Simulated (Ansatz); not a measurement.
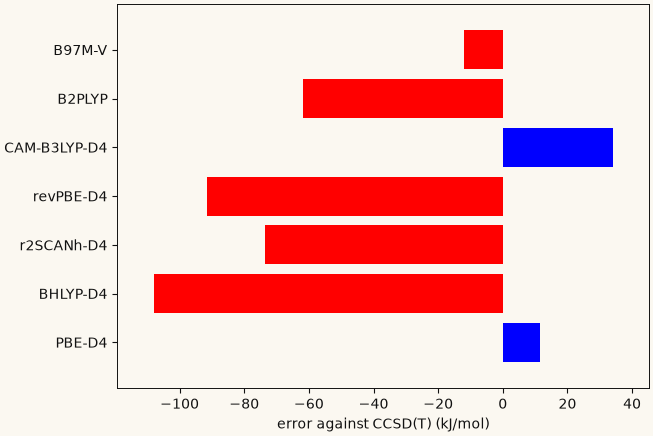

Error in the electronic atomisation energy (method less reference, so positive means overbinding) of Si₂N₃H₉, SMILES N[SiH2]N[SiH2]N: functionals in def2-TZVPP against frozen-core CCSD(T) at the limit (MP2 extrapolated from triple and quadruple zeta, plus CCSD(T) less MP2 in a smaller set), which gives 4776.7 kJ/mol, at a PBE0-D4/def2-TZVP geometry (a minimum by its frequencies), no zero-point or spin-orbit term, the Ansatz code 0.2.0. The reference leaves out core correlation, a term that grows with the number of heavy atoms. B2PLYP holds a correlation term that converges slowly with the basis, so part of the distance to the limit is basis error. No dispersion term is added to B2PLYP.

### Which of these levels overbind, and which underbind?

Overbind: CAM-B3LYP-D4. Underbind: B2PLYP, revPBE-D4, r2SCANh-D4 and BHLYP-D4. Within 25 kJ/mol of zero, too close to call in view of what the reference leaves out: B97M-V and PBE-D4.

### What range do the values span?

From −107.9 kJ/mol (BHLYP-D4) to 34.0 kJ/mol (CAM-B3LYP-D4).

Limits of at least one run: one conformer of a flexible molecule.
